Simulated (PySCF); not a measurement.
## Electronic structure of C4H12OSi2 in real space

```yaml
atoms:
  - { symbol: C, position_ang: [-1.7776, -1.7706, 0.1777] }
  - { symbol: C, position_ang: [-2.1974, -0.5238, 0.3229] }
  - { symbol: Si, position_ang: [-1.3384, 0.7779, 1.3853] }
  - { symbol: Si, position_ang: [0.0449, 2.0910, 0.0690] }
  - { symbol: C, position_ang: [1.0982, 0.8583, -0.9404] }
  - { symbol: O, position_ang: [1.3744, -0.1785, -0.0167] }
  - { symbol: C, position_ang: [2.1275, -1.2296, -0.5552] }
  - { symbol: H, position_ang: [-0.9091, -2.1357, 0.7017] }
  - { symbol: H, position_ang: [-2.2723, -2.4852, -0.4649] }
  - { symbol: H, position_ang: [-3.0742, -0.2102, -0.2339] }
  - { symbol: H, position_ang: [-0.6406, 0.0992, 2.4833] }
  - { symbol: H, position_ang: [-2.4088, 1.5839, 2.0018] }
  - { symbol: H, position_ang: [-0.5867, 2.9923, -0.9097] }
  - { symbol: H, position_ang: [0.9800, 2.9374, 0.8230] }
  - { symbol: H, position_ang: [0.5568, 0.4540, -1.8072] }
  - { symbol: H, position_ang: [2.0344, 1.2872, -1.3208] }
  - { symbol: H, position_ang: [1.6107, -1.6901, -1.4077] }
  - { symbol: H, position_ang: [3.1126, -0.8803, -0.8913] }
  - { symbol: H, position_ang: [2.2558, -1.9680, 0.2348] }
```

Geometry: GFN2-xTB.

Computed with PBE0/pcSseg-1, SCF density, gas phase, non-relativistic in PySCF.

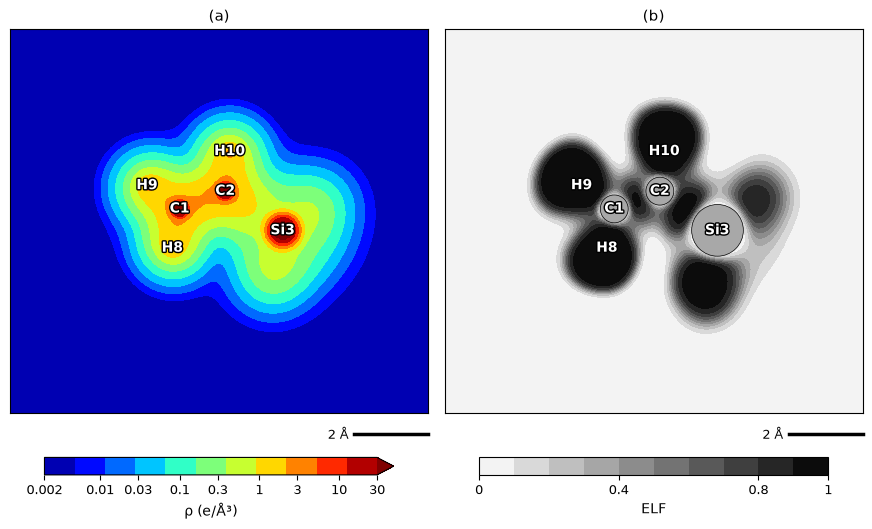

Figure 1. (a) electron density; (b) ELF on the plane of atoms C1, C2 and Si3. Grey discs cover the atomic cores in the ELF map.

> What does the map show?

- Atoms in the plane: C, Si and H.
- C–C (1.32 Å): ρ at the midpoint is about 2.3 e/Å³; the ELF peaks at about 0.95 between the atoms; a short, multiple covalent bond.
- C–Si (1.89 Å): ρ at the midpoint is about 0.92 e/Å³; the ELF peaks at about 0.95 between the atoms, as expected for a covalent bond.
- C–H (1.08 Å): ρ at the midpoint is about 2 e/Å³; the ELF climbs to about 1 towards the hydrogen, as it does in any bond to H: an ordinary covalent bond to hydrogen.

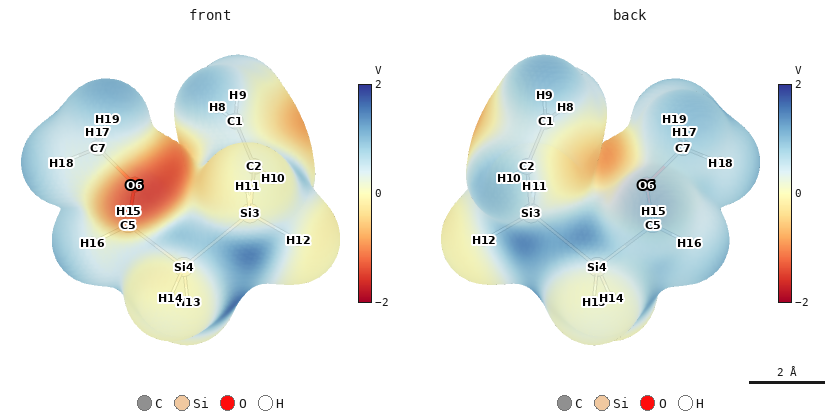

Figure 2. The molecular electrostatic potential painted on the density surface at 0.004 e/bohr³, seen from the front and from behind; the colour scale runs from red (negative) to blue (positive).

> Describe the electrostatic potential map.

The most negative region (about −1.5 V, or −35 kcal/mol for a unit charge) lies over O6, the most positive (about +1.5 V, or +35 kcal/mol for a unit charge) over Si3 and Si4. O6 is the likeliest acceptor of a hydrogen bond.
